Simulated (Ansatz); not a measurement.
# CdS (zinc blende), frozen-phonon scan

Relaxed CdS (zinc blende):

```xyz
4
Lattice="0.0000 5.9266 5.9266 2.9633 2.9633 5.9266 2.9633 2.9633 0.0000" Properties=species:S:1:pos:R:3 pbc="T T T"
S      4.4450     4.4450     4.4450
S      4.4450     7.4083     7.4083
Cd     0.0000     0.0000     0.0000
Cd     2.9633     5.9266     2.9633
```

The atoms are displaced by Q × the pattern below (from a DFPT mode at X = (0.5, 0.5, 0.0), largest move 1; Q in Å), at fixed cell. It is one choice among 2 degenerate patterns. (q is in reciprocal vectors of the primitive cell; the cell shown is doubled to hold the pattern.)

```
atom       x       y      z
----  ------  ------  -----
S1     0.000  -1.000  0.000
S2     0.000   1.000  0.000
Cd3    0.185   0.000  0.000
Cd4   -0.185   0.000  0.000
```

Level of theory: PBE (plane waves to 420 eV, PAW, scalar-relativistic; Ansatz, a first-principles code). k mesh 10×10×10 (Γ-centred), Fermi-Dirac smearing 0.05 eV. The energy includes the smearing's −TS. CdS was relaxed with its symmetry unable to fall. ΔE is measured from the undisplaced structure.

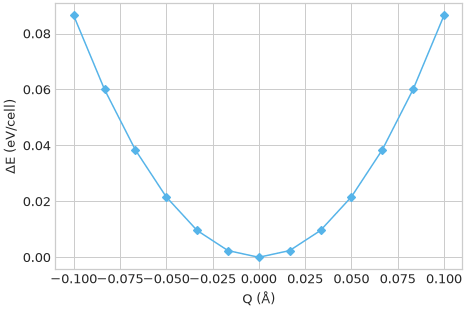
Figure: ΔE (eV/cell) against Q (Å); computed points joined by lines.

The energy at Q = 0.100 Å is 86.5 meV/cell. Shape of the curve: a single well with its minimum at or next to zero displacement. Symmetry of the curve: even: the same for both signs. Space group of the distorted cell: C222_1 (No. 20), lowered from F-43m. Wavenumber by perturbation theory (DFPT, on another k mesh): 256 cm⁻¹.

(A displaced cell: forces are minus the slopes of the energy, force constants its curvatures, and phonons follow from these.)
